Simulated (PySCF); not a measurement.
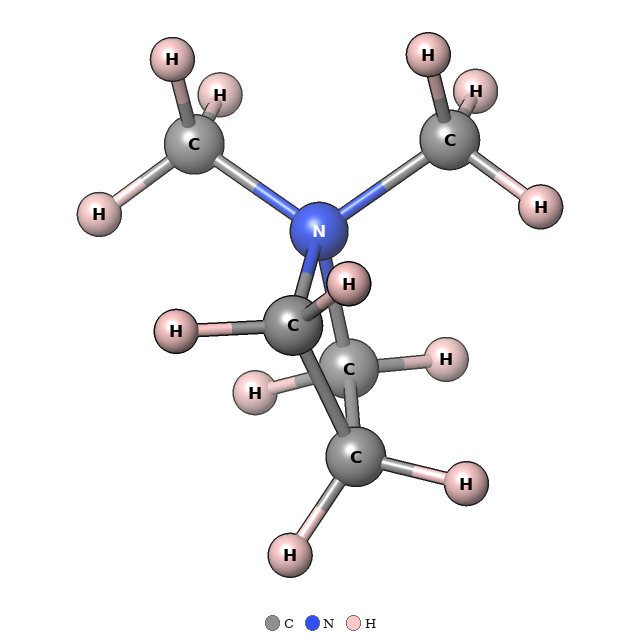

Depth is shown by fading: the farther an atom, the more it takes the colour of the background. State: charge +1, singlet. The geometry was computed by an optimisation with PBE0-D3(BJ)/def2-SVP. No frequency run is at hand to confirm it as a minimum.

Which symmetry elements does this geometry have?

Answer. It has 1 mirror plane, so the point group is Cs. The group has 2 operations. The geometry is achiral, and symmetry allows a dipole moment.
